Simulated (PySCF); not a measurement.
# CH8Si2: magnetic properties

Wanted: magnetic properties for CH8Si2 (`[H][Si]([H])(C)[SiH3]`).

Programs: PySCF 2.14.0, with routines of our own; each step states its level. All values are computed. Atoms count from 0.

## 1. The starting structure

11 atoms, charge 0, multiplicity 1; geometry from: GFN2-xTB.

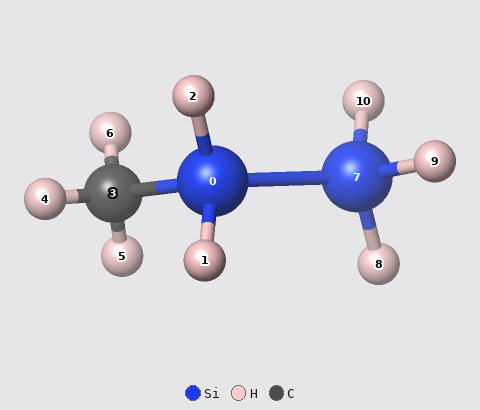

The starting geometry (silicon blue, hydrogen pink, carbon dark grey).

## 2. Magnetic properties: GIAO B3LYP/def2-SVP

Job settings and geometry (Å):

```
{"job": {"kind": "mag", "xc": "B3LYP", "basis": "def2-SVP"}, "charge": 0, "multiplicity": 1}
Si     0.701450     0.141490     0.494050
H      0.748240     0.212260     1.963190
H      2.100300     0.224730     0.048340
C     -0.176360     1.712790    -0.119880
H      0.293170     2.611390     0.270110
H     -1.218700     1.728620     0.187190
H     -0.154160     1.776810    -1.204800
Si    -0.376300    -1.753500    -0.270140
H     -1.743040    -1.878020     0.246820
H      0.321210    -2.982570     0.116220
H     -0.495820    -1.794010    -1.731100
```

Method: GIAO B3LYP/def2-SVP magnetisability, rotational g tensor and spin-rotation constants, non-relativistic, gas phase.

The run is started by

```sh
> OMP_NUM_THREADS=1 python excited_run.py task.json out
```

One launch serves the whole session: the jobs run in the order shown.

Standard output:

```text
coarse grid: 9296 points
cycle   1  E = -621.6173730853  dE = -1.973e-01  |g| = 3.297e-01  |ddm| = 2.876e+00
cycle   2  E = -621.6022156176  dE =  1.516e-02  |g| = 3.987e-01  |ddm| = 6.856e-01
cycle   3  E = -621.6474062190  dE = -4.519e-02  |g| = 2.487e-02  |ddm| = 3.978e-01
cycle   4  E = -621.6476162944  dE = -2.101e-04  |g| = 7.386e-03  |ddm| = 4.196e-02
cycle   5  E = -621.6476381182  dE = -2.182e-05  |g| = 1.479e-03  |ddm| = 1.207e-02
cycle   6  E = -621.6476389770  dE = -8.589e-07  |g| = 2.685e-04  |ddm| = 2.678e-03
final grid: 78040 points
cycle   7  E = -621.7281956419  dE = -8.230e-06  |g| = 3.179e-03  |ddm| = 1.058e-02
cycle   8  E = -621.7281937788  dE =  1.863e-06  |g| = 4.120e-03  |ddm| = 6.726e-03
cycle   9  E = -621.7281984070  dE = -4.628e-06  |g| = 1.430e-04  |ddm| = 3.829e-03
cycle  10  E = -621.7281984150  dE = -8.021e-09  |g| = 3.830e-05  |ddm| = 2.783e-04
cycle  11  E = -621.7281984155  dE = -5.296e-10  |g| = 7.687e-06  |ddm| = 6.156e-05
converged SCF energy = -621.7281984155

Magnetisability tensor (1e-30 J/T^2)
     -936.12       17.92       -0.88
       17.92     -956.17       12.04
       -0.88       12.04     -935.96
isotropic -942.75   principal values    -970.18   -935.20   -922.88
isotropic susceptibility -56.774 1e-6 cm^3/mol

Inertial axes            a          b          c
rot. const./GHz     13.2320     3.2308     2.8004
chi total           -56.919    -57.084    -56.318
chi diamagnetic    -186.976   -476.151   -536.845
chi paramagnetic    130.057    419.067    480.527
quadrupole/D A       -0.317     -0.146      0.464
g nuclear            0.7454     0.6208     0.6175
g electronic        -0.8085    -0.6361    -0.6322
g total             -0.0631    -0.0153    -0.0147

Spin-rotation constants (kHz, H = +C I.J)
atom  isotope        aa         bb         cc
  1     1H       -1.147     -0.173     -0.023
  2     1H       -1.143     -0.173     -0.024
  4     1H        0.017     -0.330     -0.337
  5     1H       -1.501     -0.218     -0.129
  6     1H       -1.511     -0.243     -0.103
  8     1H       -1.174     -0.202     -0.030
  9     1H       -0.405     -0.096     -0.281
 10     1H       -1.201     -0.156     -0.065
  0   29Si*      -6.027     -1.528     -1.397
  3    13C*       1.262      0.325      0.231
  7   29Si*      -5.590     -1.432     -1.231
* in the singly substituted isotopologue
```

Run time: 8.9 s. Hardware: 1 thread of AMD EPYC, shared host; peak memory 0.4 GiB.

In short:

```tsv
quantity	value
magnetisability	-943·10⁻³⁰ J/T²
molar susceptibility	-56.8·10⁻⁶ cm³/mol
rotational g (a, b, c)	-0.0631, -0.0153, -0.0147
```

## 3. Magnetic properties: GIAO PBE0/def2-SVP

The job, as its differences from that of step 2:

```diff
@@ -1,2 +1,2 @@
-{"job": {"kind": "mag", "xc": "B3LYP", "basis": "def2-SVP"}, "charge": 0, "multiplicity": 1}
+{"job": {"kind": "mag", "xc": "PBE0", "basis": "def2-SVP"}, "charge": 0, "multiplicity": 1}
 Si     0.701450     0.141490     0.494050
```

Method: GIAO PBE0/def2-SVP magnetisability, rotational g tensor and spin-rotation constants, non-relativistic, gas phase.

Standard output:

```text
coarse grid: 9296 points
cycle   1  E = -621.2817490988  dE = -2.026e-01  |g| = 2.834e-01  |ddm| = 2.849e+00
cycle   2  E = -621.2753363489  dE =  6.413e-03  |g| = 3.185e-01  |ddm| = 5.582e-01
cycle   3  E = -621.3037590206  dE = -2.842e-02  |g| = 1.827e-02  |ddm| = 3.092e-01
cycle   4  E = -621.3038694371  dE = -1.104e-04  |g| = 5.625e-03  |ddm| = 3.056e-02
cycle   5  E = -621.3038821836  dE = -1.275e-05  |g| = 9.881e-04  |ddm| = 8.921e-03
cycle   6  E = -621.3038825638  dE = -3.802e-07  |g| = 1.983e-04  |ddm| = 1.794e-03
final grid: 78040 points
cycle   7  E = -621.3806355494  dE = -6.534e-06  |g| = 4.410e-03  |ddm| = 1.201e-02
cycle   8  E = -621.3806330167  dE =  2.533e-06  |g| = 5.354e-03  |ddm| = 8.596e-03
cycle   9  E = -621.3806407807  dE = -7.764e-06  |g| = 1.077e-04  |ddm| = 4.832e-03
cycle  10  E = -621.3806407856  dE = -4.893e-09  |g| = 2.923e-05  |ddm| = 2.046e-04
cycle  11  E = -621.3806407860  dE = -3.477e-10  |g| = 4.872e-06  |ddm| = 4.811e-05
converged SCF energy = -621.3806407860

Magnetisability tensor (1e-30 J/T^2)
     -953.70       18.61       -1.15
       18.61     -974.65       12.50
       -1.15       12.50     -953.34
isotropic -960.57   principal values    -989.20   -952.40   -940.10
isotropic susceptibility -57.847 1e-6 cm^3/mol

Inertial axes            a          b          c
rot. const./GHz     13.2320     3.2308     2.8004
chi total           -58.007    -58.180    -57.354
chi diamagnetic    -186.677   -475.739   -536.375
chi paramagnetic    128.670    417.559    479.022
quadrupole/D A       -0.157     -0.178      0.335
g nuclear            0.7454     0.6208     0.6175
g electronic        -0.7998    -0.6338    -0.6302
g total             -0.0544    -0.0130    -0.0128

Spin-rotation constants (kHz, H = +C I.J)
atom  isotope        aa         bb         cc
  1     1H       -1.144     -0.173     -0.023
  2     1H       -1.139     -0.173     -0.024
  4     1H       -0.009     -0.328     -0.334
  5     1H       -1.494     -0.219     -0.129
  6     1H       -1.503     -0.244     -0.105
  8     1H       -1.174     -0.202     -0.030
  9     1H       -0.414     -0.096     -0.279
 10     1H       -1.201     -0.156     -0.065
  0   29Si*      -5.970     -1.505     -1.377
  3    13C*       1.169      0.303      0.210
  7   29Si*      -5.543     -1.413     -1.214
* in the singly substituted isotopologue
```

It took 6.5 s on 1 thread of AMD EPYC, shared host; peak memory 0.4 GiB.

Key values:

```tsv
quantity	value
magnetisability	-961·10⁻³⁰ J/T²
molar susceptibility	-57.8·10⁻⁶ cm³/mol
rotational g (a, b, c)	-0.0544, -0.0130, -0.0128
```

## 4. Magnetic properties side by side

```tsv
level	ξ (10⁻³⁰ J/T²)	g(a)	g(b)	gap (eV)	functions	time
GIAO B3LYP/def2-SVP	-943	-0.0631	-0.0153	8.30	90	8.9 s
GIAO PBE0/def2-SVP	-961	-0.0544	-0.0130	8.67	90	6.5 s
```

## 5. Summary of results

| quantity | value |
| --- | --- |
| magnetisability (step 2, GIAO B3LYP/def2-SVP) | -943·10⁻³⁰ J/T² |
| molar susceptibility (step 2, GIAO B3LYP/def2-SVP) | -56.8·10⁻⁶ cm³/mol |
| rotational g (a, b, c) (step 2, GIAO B3LYP/def2-SVP) | -0.0631, -0.0153, -0.0147 |
| magnetisability over the levels | -961 to -943·10⁻³⁰ J/T² |

In words: The magnetisability spreads by 1.9 % over 2 levels, from GIAO PBE0/def2-SVP (6.5 s) to GIAO B3LYP/def2-SVP (8.9 s); the runs took 6.5 s to 8.9 s. Two levels can agree by chance, so this spread shows no convergence. Vibrational averaging and real surroundings are missing from these values.
